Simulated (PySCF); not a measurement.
## A study: Br2, SMILES `BrBr`

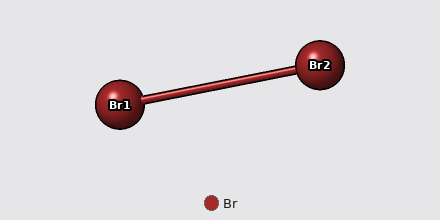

The molecule, with its atoms numbered as below. No frequency check shows the geometry to be a minimum.

Geometry (Å), atoms numbered from 1:

```
Br1      1.1407    0.0000    0.0000
Br2     -1.1407    0.0000    0.0000
```

### 1. Bonding charge

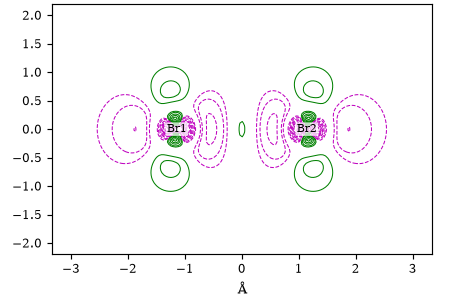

Deformation density (molecule less spherical, spin-averaged free atoms) in a plane that holds the bond; contours at ±0.05 to ±0.8 e/Å³; solid green lines: gain, dashed magenta lines: loss.

Level of theory: B3LYP/def2-TZVP (PySCF), at a geometry from GFN2-xTB.

Question: How much density has each bond in this plane gained at its critical point, relative to the free atoms?

Answer: Br1–Br2: +0.06 e/Å³ at the bond critical point (bond length 2.28 Å, Mayer order 1.1). In all, 0.6 electrons gather in the regions of gain relative to the promolecule. A small or negative value marks a very polar bond, one between electron-rich atoms, whose free-atom densities already overlap strongly, a long bond to a heavier atom, or a closed-shell contact such as a hydrogen bond.

Question: Where do the Hirshfeld charges lie?

Answer: The highest Hirshfeld charge is on Br1 and Br2 (0.00 e), the lowest on Br1 and Br2 (0.00 e).

### 2. Bond critical points

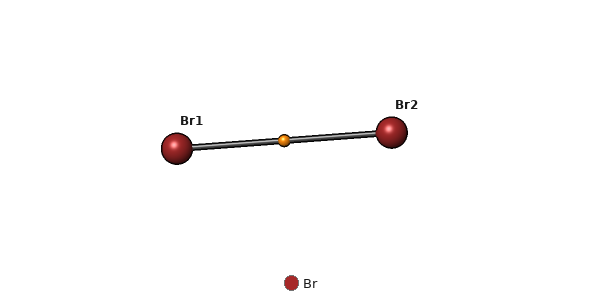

Molecular graph of the electron density (QTAIM): bond paths, bond critical points (orange), ring points (yellow, if any); weak paths are dashed.

Question: How many critical points of each kind are there, and does the count close?

Answer: 2 nuclei, 1 bond, 0 ring and 0 cage critical points: 2 − 1 + 0 − 0 = 1, as the Poincaré–Hopf relation requires.

Question: What does the calculation give at each kind of bond critical point?

Answer:
```json
{"bond": "Br1–Br2", "length (Å)": "2.281", "ρ (a.u.)": "0.112", "∇²ρ (a.u.)": "0.00", "ε": "0.00", "H (a.u.)": "−0.046"}
```

Question: What kind of interaction is Br1–Br2?

Answer: Intermediate (positive Laplacian, negative energy density H), as between two electron-rich atoms of one element: ρ = 0.112, ∇²ρ = 0.00, H = −0.046 a.u.

### 3. Local ionisation energy

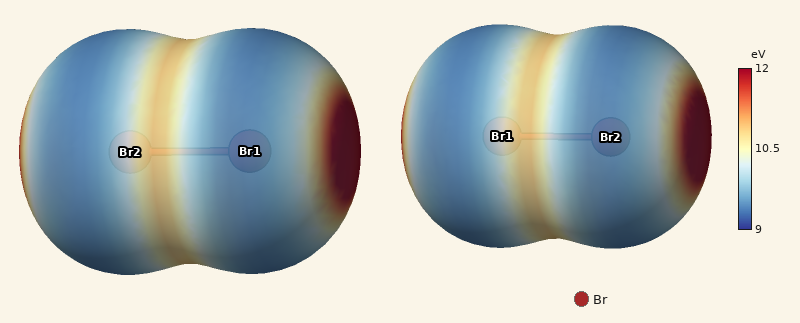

Average local ionisation energy on the surface of electron density 0.001 a.u. (back view left, front view right).

Question: Locate the minima of the map.

Answer: The lowest value is 9.4 eV, 2.3 Å from Br2, and at like points elsewhere. For comparison, the highest occupied orbital lies at −7.8 eV.

### 4. Localised orbitals

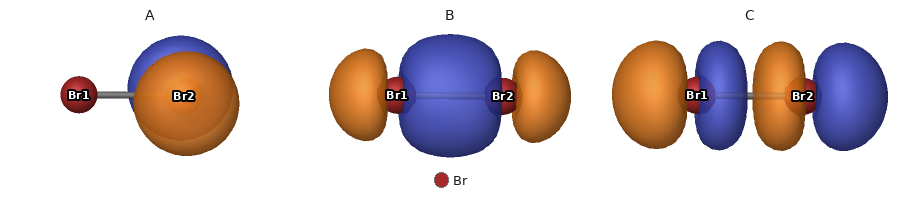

Intrinsic bond orbitals (IBO), occupied and valence-virtual; each surface holds about 85 % of the orbital's density. Energies are diagonal elements of the Fock matrix.

PySCF calculation, TPSS/def2-SVP, gas phase; geometry: GFN2-xTB.

Question: Name the orbitals, with their atomic make-up and energies.

Answer: By panel:
- A: lone pair on Br2 (p-type) (Br2 100 %; −7.9 eV)
- B: σ bond Br1–Br2 (Br1 50 %, Br2 50 %; −13.6 eV)
- C: σ* orbital Br2–Br1 (Br2 50 %, Br1 50 %; −4.1 eV)

Question: Which has the smallest and which the largest spatial spread?

Answer: Smallest: A (1.20 Å); largest: C (1.68 Å).
